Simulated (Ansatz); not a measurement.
## CH5OSSi (charge +1): geometry relaxation

CH5OSSi, charge +1, computed with RKS B3LYP-D4/def2-SVP (Ansatz 0.2.0).

It belongs to a series of runs on one base structure; here: end point B relaxed. Figures and captions count atoms from 1; the log counts them from 0 in places.

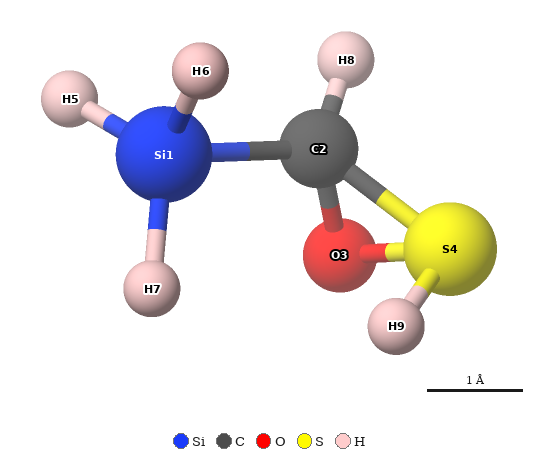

Fig. 1: The starting structure (ball-and-stick view, seen at a tilt; atoms are numbered from 1 in the order of the input).

## Summary

| quantity | value |
| --- | --- |
| outcome | converged |
| total energy | −21861.0479 eV |
| mean-field energy | −21860.7682 eV |
| largest force (length of the vector) at the end | 0.010 eV/Å |
| hardware | 1 thread of Arm Neoverse V1, 24 GiB of memory available, shared host |
| wall time | 35 s |
| peak memory | 0.18 GiB |

## Input
```yaml
crystal:
  periodic: [false, false, false]
  atoms:
    - { symbol: Si, position_ang: [0.87666, 0.09335, -0.93296] }
    - { symbol: C, position_ang: [-0.85271, -0.04313, -0.00874] }
    - { symbol: O, position_ang: [-1.99832, 0.06581, -0.82892] }
    - { symbol: S, position_ang: [-1.95601, 1.32142, 0.16553] }
    - { symbol: H, position_ang: [1.13471, -1.293, -1.30438] }
    - { symbol: H, position_ang: [1.73219, 0.57674, 0.15368] }
    - { symbol: H, position_ang: [0.60486, 1.03941, -2.00267] }
    - { symbol: H, position_ang: [-0.98009, -0.78008, 0.78531] }
    - { symbol: H, position_ang: [-1.28035, 2.22158, -0.64181] }
total_charge: 1
basis:
  gaussian: { orbitals: def2-SVP }
hamiltonian:
  xc: b3lyp
  dispersion: d4
relax:
  f_tol: 0.015
  max_steps: 40
output:
  orbitals: {}
```

Command:
```bash
ansatz run input.yaml --threads 1 --pin off --max-ram 2048MiB --backend cpu --events-out ev --progress --plain --runs-dir out
```

## Log
```
The last accepted step is kept in [file] (removed where the run ends without a failure and the disk answers)
Engine: ansatz 0.2.0, aarch64-unknown-linux-gnu
Functional definition: B3LYP
  parameter a0 = 0.2
  parameter ax = 0.72
  parameter ac = 0.81
  exchange = (1 - a0 - ax)*slater_x + ax*b88_x + a0*exact_x
  correlation = (1 - ac)*vwn_rpa_c + ac*lyp_c
926 factors; integrals over basis functions are off by at most 4.1e-4 eV
mean field evaluation 1: about -21849.2430 eV, gradient 7.1e1 eV
mean field evaluation 2: about -21769.3456 eV, gradient 1.8e2 eV
mean field evaluation 4: about -21859.6506 eV, gradient 2.1e1 eV
mean field evaluation 8: about -21860.5608 eV, gradient 1.3e-1 eV
mean field -21860.56088923 eV, -803.3607950587 hartree, gradient 5.4e-5 eV, S^2 0.000000; 0 other end points of the search recorded, 0 dependent functions left out
the calculation of the forces begins
reference -21860.56111172 eV, -803.3608032353 hartree; 24, 24 occupied and 65, 65 virtual orbitals, 926 factors
relax step   1: F+E_penalty+E_count = -21860.84383412 eV  Δ(F+E_penalty+E_count) = +0.000e0 eV  max|allowed force component| = 2.593e0 eV/Å  Δτ_max = 0.0000 Å  (25 SCF iters, accepted)
these checks for a lower state are left out or cut short: starts, cluster_reference, orbital_swaps, neighbouring_geometries, increment
926 factors; integrals over basis functions are off by at most 4.1e-4 eV
mean field evaluation 16: about -21860.5970 eV, gradient 4.8e0 eV
mean field -21860.68480303 eV, -803.3653488068 hartree, gradient 1.7e-5 eV, S^2 0.000000; 0 other end points of the search recorded, 0 dependent functions left out
the calculation of the forces begins
reference -21860.68502667 eV, -803.3653570256 hartree; 24, 24 occupied and 65, 65 virtual orbitals, 926 factors
relax step   2: F+E_penalty+E_count = -21860.96536572 eV  Δ(F+E_penalty+E_count) = -1.215e-1 eV  max|allowed force component| = 1.742e0 eV/Å  Δτ_max = 0.0971 Å  (28 SCF iters, accepted)
these checks for a lower state are left out or cut short: starts, cluster_reference, orbital_swaps, neighbouring_geometries, increment
926 factors; integrals over basis functions are off by at most 4.1e-4 eV
mean field -21860.74545736 eV, -803.3675778126 hartree, gradient 1.9e-5 eV, S^2 0.000000; 0 other end points of the search recorded, 0 dependent functions left out
the calculation of the forces begins
reference -21860.74568158 eV, -803.3675860524 hartree; 24, 24 occupied and 65, 65 virtual orbitals, 926 factors
relax step   3: F+E_penalty+E_count = -21861.02505652 eV  Δ(F+E_penalty+E_count) = -5.969e-2 eV  max|allowed force component| = 5.925e-1 eV/Å  Δτ_max = 0.0491 Å  (30 SCF iters, accepted)
these checks for a lower state are left out or cut short: starts, cluster_reference, orbital_swaps, neighbouring_geometries, increment
926 factors; integrals over basis functions are off by at most 3.9e-4 eV
mean field evaluation 32: about -21860.7598 eV, gradient 9.8e-2 eV
mean field -21860.75981694 eV, -803.3681055172 hartree, gradient 2.0e-5 eV, S^2 0.000000; 0 other end points of the search recorded, 0 dependent functions left out
the calculation of the forces begins
reference -21860.76004183 eV, -803.3681137818 hartree; 24, 24 occupied and 65, 65 virtual orbitals, 926 factors
relax step   4: F+E_penalty+E_count = -21861.03930517 eV  Δ(F+E_penalty+E_count) = -1.425e-2 eV  max|allowed force component| = 2.043e-1 eV/Å  Δτ_max = 0.0795 Å  (29 SCF iters, accepted)
these checks for a lower state are left out or cut short: starts, cluster_reference, orbital_swaps, neighbouring_geometries, increment
926 factors; integrals over basis functions are off by at most 3.7e-4 eV
mean field -21860.76426986 eV, -803.3682691593 hartree, gradient 1.9e-5 eV, S^2 0.000000; 0 other end points of the search recorded, 0 dependent functions left out
the calculation of the forces begins
reference -21860.76449523 eV, -803.3682774413 hartree; 24, 24 occupied and 65, 65 virtual orbitals, 926 factors
relax step   5: F+E_penalty+E_count = -21861.04376675 eV  Δ(F+E_penalty+E_count) = -4.462e-3 eV  max|allowed force component| = 1.954e-1 eV/Å  Δτ_max = 0.0614 Å  (30 SCF iters, accepted)
these checks for a lower state are left out or cut short: starts, cluster_reference, orbital_swaps, neighbouring_geometries, increment
926 factors; integrals over basis functions are off by at most 3.6e-4 eV
mean field -21860.76761291 eV, -803.3683920140 hartree, gradient 1.2e-5 eV, S^2 0.000000; 0 other end points of the search recorded, 0 dependent functions left out
the calculation of the forces begins
reference -21860.76783877 eV, -803.3684003140 hartree; 24, 24 occupied and 65, 65 virtual orbitals, 926 factors
relax step   6: F+E_penalty+E_count = -21861.04729849 eV  Δ(F+E_penalty+E_count) = -3.532e-3 eV  max|allowed force component| = 5.273e-2 eV/Å  Δτ_max = 0.0349 Å  (29 SCF iters, accepted)
these checks for a lower state are left out or cut short: starts, cluster_reference, orbital_swaps, neighbouring_geometries, increment
926 factors; integrals over basis functions are off by at most 3.6e-4 eV
mean field -21860.76783195 eV, -803.3684000635 hartree, gradient 1.3e-5 eV, S^2 0.000000; 0 other end points of the search recorded, 0 dependent functions left out
the calculation of the forces begins
reference -21860.76805770 eV, -803.3684083598 hartree; 24, 24 occupied and 65, 65 virtual orbitals, 926 factors
relax step   7: F+E_penalty+E_count = -21861.04759824 eV  Δ(F+E_penalty+E_count) = -2.997e-4 eV  max|allowed force component| = 5.557e-2 eV/Å  Δτ_max = 0.0101 Å  (29 SCF iters, accepted)
these checks for a lower state are left out or cut short: starts, cluster_reference, orbital_swaps, neighbouring_geometries, increment
926 factors; integrals over basis functions are off by at most 3.6e-4 eV
mean field -21860.76800334 eV, -803.3684063621 hartree, gradient 8.8e-6 eV, S^2 0.000000; 0 other end points of the search recorded, 0 dependent functions left out
the calculation of the forces begins
reference -21860.76822912 eV, -803.3684146592 hartree; 24, 24 occupied and 65, 65 virtual orbitals, 926 factors
relax step   8: F+E_penalty+E_count = -21861.04769289 eV  Δ(F+E_penalty+E_count) = -9.465e-5 eV  max|allowed force component| = 8.019e-3 eV/Å  Δτ_max = 0.0049 Å  (24 SCF iters, accepted)
926 factors; integrals over basis functions are off by at most 3.6e-4 eV
mean field evaluation 64: about -21860.7488 eV, gradient 8.9e-2 eV
```

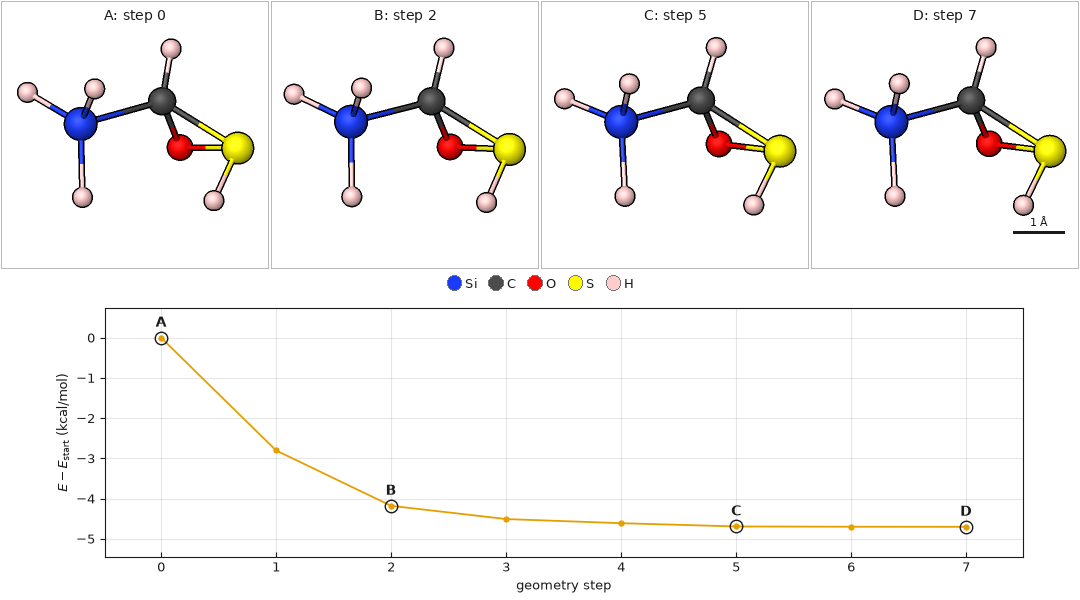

Fig. 2: Frames of the relaxation (ball-and-stick view, seen at a tilt) above the curves, on which the letters mark them (the first geometry is step 0 here and step 1 in the log).

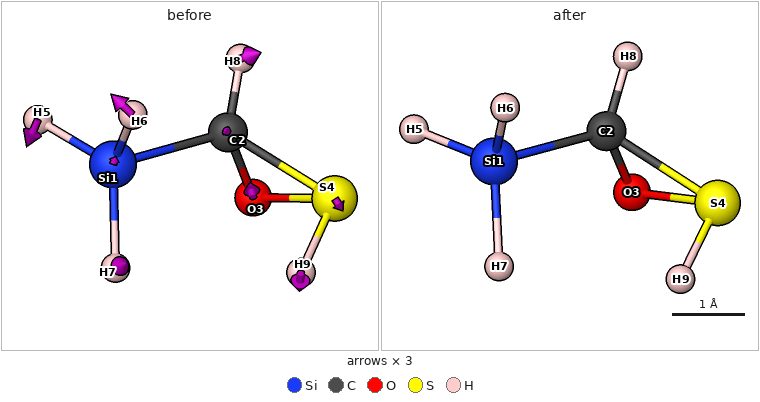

Fig. 3: Before (left) and after (right) the relaxation, at one scale (ball-and-stick view, seen at a tilt). The pink arrows give the displacements, magnified 3 times. Over 7 geometry steps the energy falls by 4.70 kcal/mol. Largest force component: 2.6 eV/Å at the start, 0.008 eV/Å at the end. The largest moves after the best rigid fit, 0.15 Å, are those of H5 and H6. Largest moves by element: H 0.15 Å, O 0.10 Å, S 0.08 Å, Si 0.04 Å, C 0.04 Å. Distances before and after: C2–S4 1.763 → 1.861 Å, O3–S4 1.602 → 1.693 Å, Si1–H7 1.454 → 1.485 Å, Si1–H5 1.458 → 1.482 Å. Among the angles that change: C2–Si1–H6 100.8° → 105.7°, S4–C2–H8 112.2° → 107.4°, H5–Si1–H7 117.7° → 114.0°. (Atoms are counted from 1 in the order of the input.)

```
mean field -21860.76800334 eV, -803.3684063621 hartree, gradient 8.8e-6 eV, S^2 0.000000; 1 other end points of the search recorded, 0 dependent functions left out
the calculation of the forces begins
reference -21860.76822912 eV, -803.3684146592 hartree; 24, 24 occupied and 65, 65 virtual orbitals, 926 factors
Total energy: -21861.04791866 eV, -803.3786930603 hartree
Atom 0 at     0.881167     0.079548    -0.890527 Å, force     0.004103    -0.002276    -0.005613 eV/Å
Atom 1 at    -0.854226    -0.079540    -0.016689 Å, force    -0.000730     0.008019    -0.005138 eV/Å
Atom 2 at    -2.017386    -0.026790    -0.800503 Å, force     0.006253    -0.001819     0.006059 eV/Å
Atom 3 at    -1.997285     1.379938     0.140924 Å, force    -0.002648    -0.003969     0.000756 eV/Å
Atom 4 at     1.106086    -1.272560    -1.452950 Å, force    -0.001162    -0.000932     0.001247 eV/Å
Atom 5 at     1.832776     0.469771     0.174474 Å, force    -0.004516    -0.000336     0.001983 eV/Å
Atom 6 at     0.670429     1.132227    -1.916029 Å, force    -0.003224    -0.000087     0.002954 eV/Å
Atom 7 at    -0.974598    -0.692422     0.894049 Å, force    -0.000794    -0.000744    -0.001180 eV/Å
Atom 8 at    -1.366023     2.211927    -0.747709 Å, force     0.002719     0.002145    -0.001069 eV/Å
Dipole moment:     0.040425     0.404632     0.284412 e Å
```

## Trajectory as extended XYZ (Å, eV, eV/Å), 8 frames, from step=1 to step=8
```
9
Properties=species:S:1:pos:R:3:forces:R:3 step=1 energy=-21860.84383
Si    0.8767    0.0934   -0.9330   -0.4280  -0.1612   0.9448
C    -0.8527   -0.0431   -0.0087    1.2145  -0.8008  -0.7259
O    -1.9983    0.0658   -0.8289   -0.6346  -1.7114  -1.4554
S    -1.9560    1.3214    0.1655   -0.4049   2.5928   1.1807
H     1.1347   -1.2930   -1.3044    0.1149  -0.3636  -0.2681
H     1.7322    0.5767    0.1537    0.3906   0.1896   0.0703
H     0.6049    1.0394   -2.0027   -0.0222   0.3670  -0.4525
H    -0.9801   -0.7801    0.7853   -0.0892  -0.1026   0.4565
H    -1.2804    2.2216   -0.6418   -0.1410  -0.0097   0.2497
9
Properties=species:S:1:pos:R:3:forces:R:3 step=2 energy=-21860.96537
Si    0.8735    0.0836   -0.8913   -0.0855  -0.1298   0.0459
C    -0.8865   -0.0732   -0.0378    0.6720  -0.5504  -0.0480
O    -2.0672    0.0422   -0.8240    0.1251  -1.0514  -0.8142
S    -1.9661    1.3349    0.1613   -0.3899   1.7420   0.9164
H     1.1632   -1.2916   -1.3443    0.0002  -0.0708  -0.0451
H     1.8258    0.5841    0.1289   -0.1126  -0.0026   0.0636
H     0.6398    1.0485   -1.9822   -0.0407   0.1275  -0.1287
H    -1.0062   -0.7562    0.8195   -0.0860  -0.0018   0.0048
H    -1.2953    2.2298   -0.6451   -0.0826  -0.0627   0.0053
9
Properties=species:S:1:pos:R:3:forces:R:3 step=3 energy=-21861.02506
Si    0.8778    0.0676   -0.8956    0.0232   0.1050  -0.0181
C    -0.8667   -0.0692   -0.0257    0.0684  -0.3735  -0.2362
O    -2.0353    0.0252   -0.8362    0.2522  -0.2865  -0.0862
S    -1.9817    1.3563    0.1653   -0.1983   0.5925   0.3530
H     1.1655   -1.3078   -1.3723   -0.0478   0.0420   0.0413
H     1.8110    0.5689    0.1455   -0.0552  -0.0543  -0.0310
H     0.6453    1.0504   -1.9874   -0.0017  -0.0273   0.0425
H    -1.0010   -0.7492    0.8358   -0.0389   0.1002  -0.0238
H    -1.3339    2.2601   -0.6444   -0.0019  -0.0983  -0.0415
9
Properties=species:S:1:pos:R:3:forces:R:3 step=4 energy=-21861.03930
Si    0.8850    0.0764   -0.8993   -0.0093  -0.0142   0.0169
C    -0.8565   -0.0831   -0.0389   -0.0015  -0.1373   0.0717
O    -2.0243    0.0087   -0.8094   -0.0800   0.0374  -0.0285
S    -1.9663    1.3754    0.1919   -0.1083   0.1698  -0.2043
H     1.1424   -1.2923   -1.3996    0.0154  -0.0200  -0.0190
H     1.8099    0.5282    0.1648    0.0081  -0.0059   0.0047
H     0.6684    1.0851   -1.9658   -0.0129   0.0094   0.0053
H    -1.0085   -0.7222    0.8481    0.1810  -0.0439   0.0337
H    -1.3692    2.2259   -0.7069    0.0075   0.0047   0.1195
9
Properties=species:S:1:pos:R:3:forces:R:3 step=5 energy=-21861.04377
Si    0.8795    0.0762   -0.8942   -0.0004   0.0361   0.0073
C    -0.8571   -0.0897   -0.0227   -0.0299   0.1104  -0.0147
O    -2.0213   -0.0156   -0.7939   -0.0529  -0.0217  -0.1954
S    -1.9996    1.3906    0.1426    0.1031  -0.0884   0.1593
H     1.1296   -1.2803   -1.4349   -0.0093  -0.0052   0.0054
H     1.8172    0.4987    0.1721   -0.0041  -0.0112  -0.0128
H     0.6566    1.1111   -1.9353    0.0060  -0.0030   0.0040
H    -0.9794   -0.7159    0.8759   -0.0079   0.0168   0.1025
H    -1.3448    2.2271   -0.7245   -0.0047  -0.0340  -0.0556
9
Properties=species:S:1:pos:R:3:forces:R:3 step=6 energy=-21861.04730
Si    0.8822    0.0775   -0.8924   -0.0141   0.0145   0.0175
C    -0.8541   -0.0792   -0.0182    0.0448   0.0382  -0.0313
O    -2.0141   -0.0242   -0.8058   -0.0212  -0.0493   0.0219
S    -1.9998    1.3768    0.1423    0.0170   0.0460  -0.0220
H     1.1079   -1.2762   -1.4515   -0.0024   0.0082   0.0015
H     1.8304    0.4715    0.1745    0.0031  -0.0043  -0.0053
H     0.6677    1.1302   -1.9172    0.0050  -0.0064  -0.0018
H    -0.9736   -0.6870    0.8945   -0.0240  -0.0527   0.0099
H    -1.3656    2.2127   -0.7412   -0.0082   0.0058   0.0095
9
Properties=species:S:1:pos:R:3:forces:R:3 step=7 energy=-21861.04760
Si    0.8813    0.0799   -0.8914   -0.0036   0.0042   0.0081
C    -0.8535   -0.0777   -0.0160   -0.0198  -0.0556   0.0389
O    -2.0177   -0.0280   -0.7988    0.0077   0.0102  -0.0058
S    -1.9967    1.3806    0.1396   -0.0029  -0.0104   0.0080
H     1.1050   -1.2721   -1.4546    0.0001   0.0011  -0.0003
H     1.8310    0.4690    0.1759    0.0005  -0.0011  -0.0048
H     0.6689    1.1347   -1.9143    0.0023  -0.0021  -0.0009
H    -0.9743   -0.6931    0.8948    0.0149   0.0383  -0.0352
H    -1.3631    2.2088   -0.7501    0.0007   0.0153  -0.0081
9
Properties=species:S:1:pos:R:3:forces:R:3 step=8 energy=-21861.04769
Si    0.8812    0.0795   -0.8905    0.0041  -0.0023  -0.0056
C    -0.8542   -0.0795   -0.0167   -0.0007   0.0080  -0.0051
O    -2.0174   -0.0268   -0.8005    0.0063  -0.0018   0.0061
S    -1.9973    1.3799    0.1409   -0.0026  -0.0040   0.0008
H     1.1061   -1.2726   -1.4529   -0.0012  -0.0009   0.0012
H     1.8328    0.4698    0.1745   -0.0045  -0.0003   0.0020
H     0.6704    1.1322   -1.9160   -0.0032  -0.0001   0.0030
H    -0.9746   -0.6924    0.8940   -0.0008  -0.0007  -0.0012
H    -1.3660    2.2119   -0.7477    0.0027   0.0021  -0.0011
```

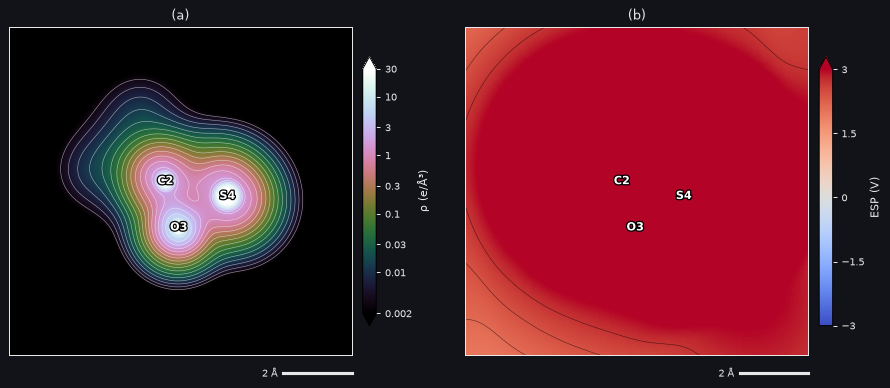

Fig. 4: (a) electron density; (b) electrostatic potential on the plane of atoms O3, C2 and S4. The section cuts through C, O and S sites. S–O (1.69 Å): ρ is about 1.3 e/Å³ halfway. C–S (1.86 Å): ρ at the midpoint is about 1 e/Å³. The potential has no marked negative region in this plane.

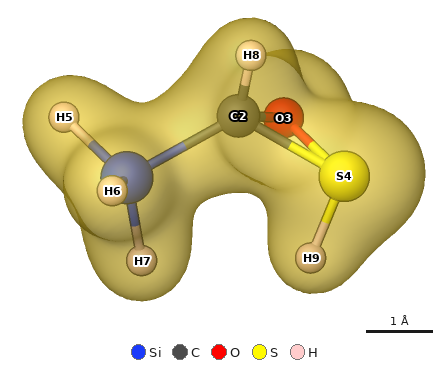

Fig. 5: Isosurface of the electron density at 0.2 e/Å³ (yellow), seen at a tilt. At this value the surface is in one piece. On the grid the lowest density along these lines, outside the cores, is 1.8 e/Å³ (C–O, 1.40 Å), 1.2 e/Å³ (S–O, 1.69 Å), 1 e/Å³ (C–S, 1.86 Å) and 0.66 e/Å³ (C–Si, 1.95 Å).

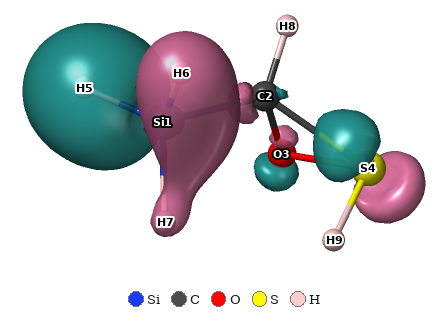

Fig. 6: One frontier orbital at ±0.15 Å⁻³ᐟ² (teal and pink are the two phases), seen at a tilt. The HOMO−1, at −14.55 eV. Its weight (Hirshfeld) is mainly on Si1 (40 %), H5 (35 %), H6 (10 %) and S4 (10 %).
